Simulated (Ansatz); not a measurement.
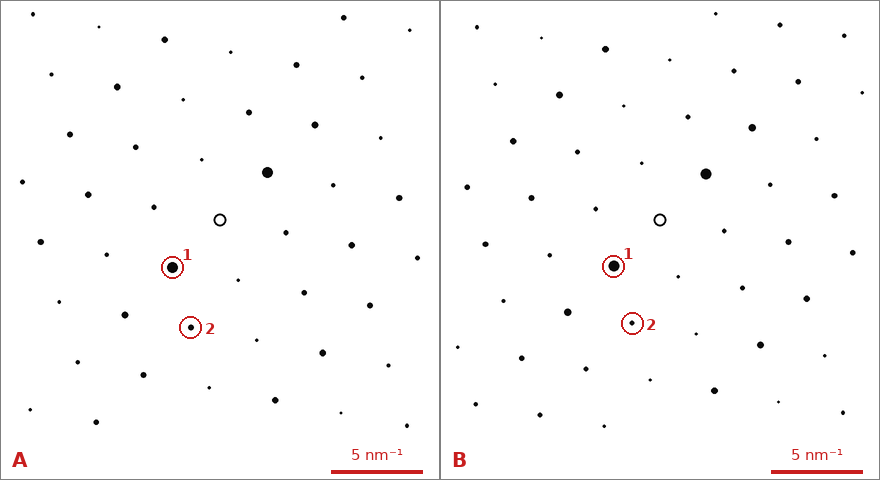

Kinematic electron diffraction patterns (120 kV, B = 0.5 Å², same scale) along [101] of the run's own cell, for the start and the end of one relaxation of Sb2W with Ansatz, DFT PBE, scalar-relativistic, plane waves, PAW. k mesh 12×12×6. The start is a generated model structure, and the relaxation ends in the nearest stationary point of its symmetry, not necessarily the ground state. Spot 1 is -1 0 1 and spot 2 is -1 -1 1 in both.

Start structure:

```yaml
crystal:
  lattice:
    - [3.50503, 0.00000, 0.00000]
    - [-1.75251, 3.03544, 0.00000]
    - [0.00000, 0.00000, 7.02417]
  atoms:
    - { symbol: W, position: [0.00000, 0.00000, 0.00000] }
    - { symbol: Sb, position: [0.33333, 0.66667, 0.27690] }
    - { symbol: Sb, position: [0.66667, 0.33333, 0.72310] }
```

Q: Which pattern belongs to the start structure, and which to the relaxed one?

A: B is the start: its cell gives d(1) = 2.786 Å, d(2) = 1.700 Å and an angle of 29.8°. A is the relaxed structure, with d(1) = 2.706 Å (-2.9 %), d(2) = 1.630 Å (-4.1 %) and 29.9°.

Q: What did the relaxation do to the structure and the energy?

A: The volume changed by -0.0 % to 24.91 Å³ an atom; with the mean shift removed, the atoms moved by up to 0.12 Å relative to the cell (Sb most); the space group stayed P-3m1 (No. 164); the free energy fell by 16 meV an atom. Relaxed cell: a = 3.334 Å, b = 3.334 Å, c = 7.763 Å, α = 90.00°, β = 90.00°, γ = 120.00°.
